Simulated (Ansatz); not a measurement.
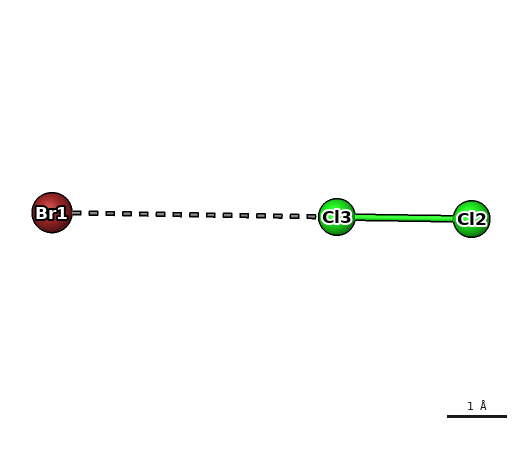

Two molecules or ions; the broken line marks their closest contact (measured against van der Waals radii). The species has charge −1 and is a spin singlet. Geometry: a pair of rigid molecules at a changed separation. Program: Ansatz 0.2.0.

Which two species are they?

Answer. Br and Cl2 (`ClCl.[Br-]`).

How long is the contact?

Answer. Br1···Cl3 is 4.87 Å.

Give the counterpoise-corrected interaction energy (kcal/mol, monomers kept as in the pair) with RHF-CCSD(T) (frozen core)/def2-TZVPPD; ωB97M-V/def2-TZVPPD.

| level | interaction energy (kcal/mol) |
| --- | --- |
| RHF-CCSD(T) (frozen core)/def2-TZVPPD | −3.7 |
| ωB97M-V/def2-TZVPPD | −4.4 |
